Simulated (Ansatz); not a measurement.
# H4O3SSi (SMILES O[Si](O)(O)S): what the fields show

Input

```
crystal:
  periodic: [false, false, false]
  atoms:
    - {symbol: O, position_ang: [0.468873, -0.081267, 0.898831]}
    - {symbol: O, position_ang: [-0.541826, -2.078707, -0.784175]}
    - {symbol: O, position_ang: [-2.112908, -0.528556, 0.643428]}
    - {symbol: S, position_ang: [-0.319518, -2.742093, 2.164100]}
    - {symbol: Si, position_ang: [-0.643817, -1.276399, 0.651546]}
    - {symbol: H, position_ang: [1.369500, -0.371738, 1.071781]}
    - {symbol: H, position_ang: [-1.039820, -1.670822, -1.500823]}
    - {symbol: H, position_ang: [-2.239079, 0.169112, 1.293212]}
    - {symbol: H, position_ang: [-0.863356, -3.730567, 1.422468]}
basis:
  gaussian:
    orbitals: def2-TZVPD
hamiltonian:
  xc: pbe0
output: {forces: true, orbitals: {seedname: orbitals}}
```

Run with:

```sh
ansatz run input.yaml --threads 2 --pin off --max-ram 4350MiB --events-out events.jsonl --progress --plain --runs-dir runs
```

Geometry: PBE0-D3(BJ)/def2-SVP.

Computed with isolated molecule in a Gaussian basis; Kohn-Sham density functional theory, functional PBE0 in Ansatz 0.2.0.

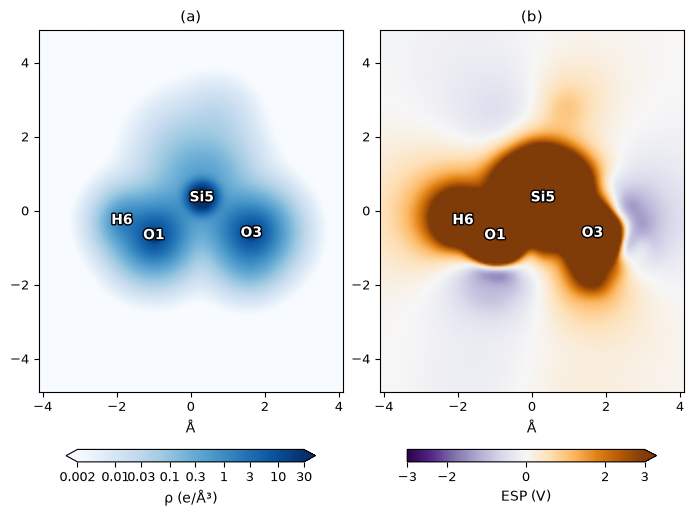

Figure 1. (a) total electron density; (b) molecular electrostatic potential on the plane of atoms O1, Si5 and O3.

Q: Describe what can be read from this map.

A:
- Atoms in the plane: O, Si and H.
- Si–O (1.65 Å): ρ is about 1.2 e/Å³ halfway.
- O–H (0.96 Å): ρ at the midpoint is about 3.8 e/Å³.
- Outside the dense part of the molecule the potential is most negative (−1.5 V) near O1.

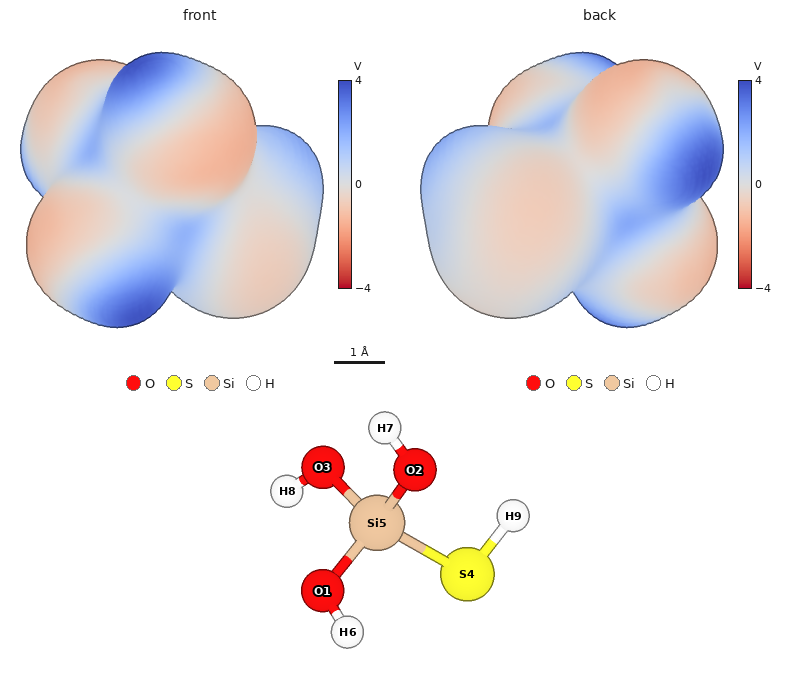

Figure 2. The electrostatic potential painted on the density surface at 0.004 e/bohr³, seen from the front and from behind; the colour scale runs from red (negative) to blue (positive). The bare structure is drawn below in the same view.

Q: Where is the surface potential most negative and most positive?

A: The most negative region (about −1.3 V) lies over O2 and O3, the most positive (about +3.7 V) over H6, H7 and H8.

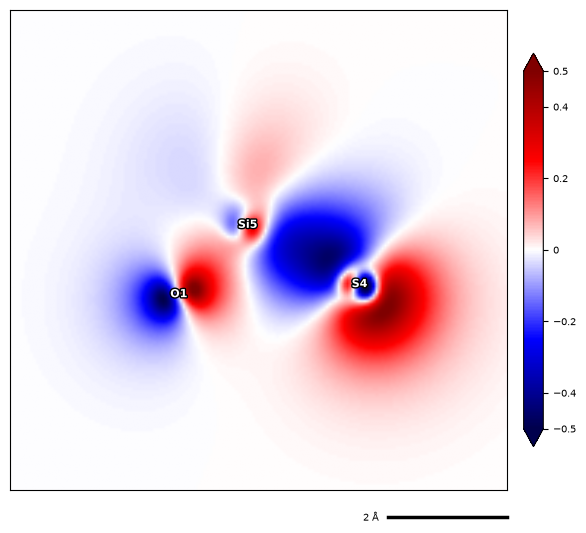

Figure 3. The HOMO−1 on the plane of atoms O1, Si5 and S4 (values in Å⁻³ᐟ²; the overall sign is arbitrary).

Q: Describe this orbital and give its energy.

A: It lies mainly on S4 (about 50 %), O2 (about 15 %), Si5 (about 10 %), O3 (about 10 %) and O1 (about 10 %); largely a combination of lone pairs on S4, O2, O3 and O1. Its energy is −9.14 eV.

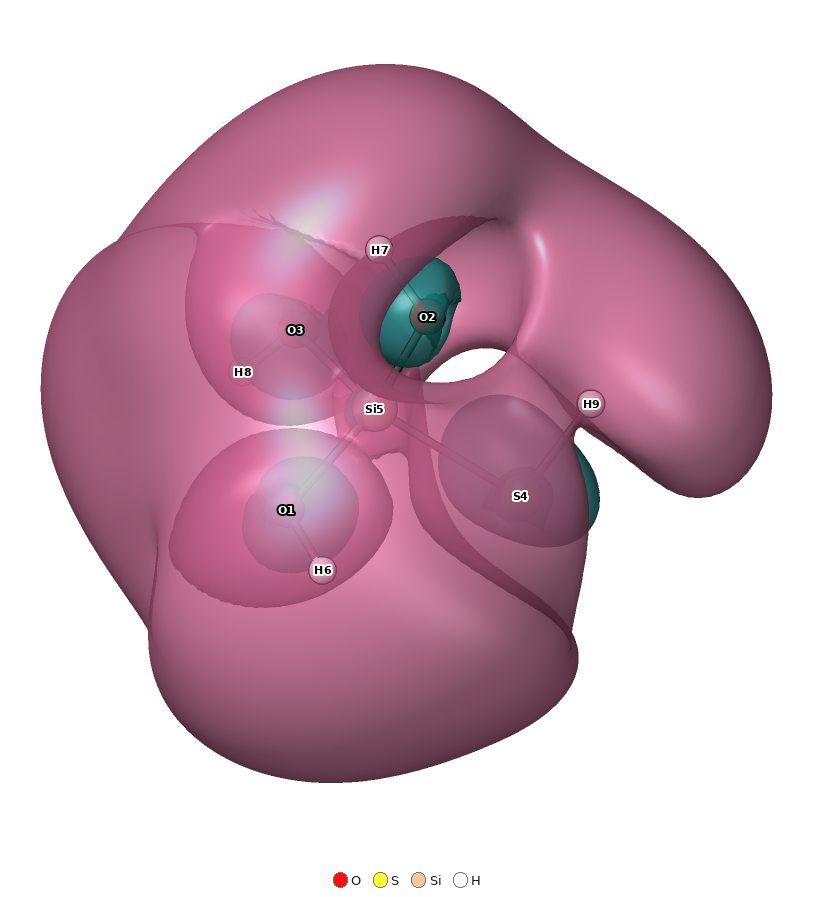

Figure 4. The LUMO at ±0.04 Å⁻³ᐟ² (teal and pink are the two phases), seen across its widest extent.

Q: Where does this orbital lie, and at what energy?

A: By Hirshfeld shares it lies mainly on Si5 (about 20 %), H6 (about 15 %), S4 (about 15 %), H8 (about 15 %), H7 (about 10 %) and H9 (about 10 %). Its energy is −0.48 eV.
